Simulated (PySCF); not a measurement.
Bond stretch in H2OSi, SMILES O=[SiH2]. The O1–Si2 bond (O1 also carries nothing else; Si2 carries H, H) is pulled apart rigidly from the PBE0/def2-TZVP optimised geometry.

```
4

O      0.0000     0.0000     0.0000
Si     0.0000     0.0000     1.5158
H      0.0000     1.2312     2.3471
H     -0.0002    -1.2308     2.3478
```

Computed with: RMP2 = MP2 on RHF/6-31G, 6 core orbitals frozen run with PySCF; RHF/6-31G (PySCF); RCCSD(T) = CCSD(T) on RHF/6-31G, 6 core orbitals frozen (PySCF).

Energies are in kcal/mol, each relative to the lowest point of its own curve near equilibrium.

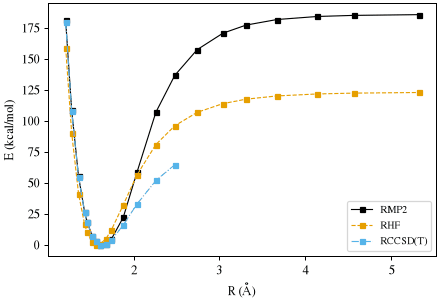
Figure: Energy against bond length for each method.

```tsv
R / Å	RMP2	RHF	RCCSD(T)
1.21	180.9	159.0	179.8
1.28	108.4	90.1	107.6
1.36	55.1	41.0	54.6
1.43	26.6	16.5	26.3
1.46	18.2	9.8	18.0
1.52	6.9	2.0	6.8
1.56	2.6	0.0	2.5
1.61	0.0	0.4	0.0
1.68	0.6	5.0	0.4
1.74	4.2	11.5	3.4
1.88	22.0	32.0	15.8
2.04	58.4	56.3	32.7
2.26	106.8	80.8	51.7
2.48	136.5	95.9	64.4
2.74	157.3	106.7	—
3.04	170.6	113.7	—
3.31	177.1	117.3	—
3.67	181.6	120.0	—
4.14	184.0	121.6	—
4.56	184.9	122.2	—
5.32	185.5	122.7	—
```

At the longest distance, 5.32 Å, RMP2 lies highest above its minimum (185.5 kcal/mol) and RHF lowest (122.7 kcal/mol).

A dash means that the run gave no value there, or that the column was ended at a point which the program doubted or which failed a test of continuity chosen for this set; such a test can also cut sound points.

The restricted form behind RMP2, RHF keeps the bonding electrons paired and can't separate into open-shell fragments. The T1 diagnostic of CCSD on the restricted reference of RMP2, RCCSD(T) exceeds 0.045 at 1.88 to 2.74 Å.
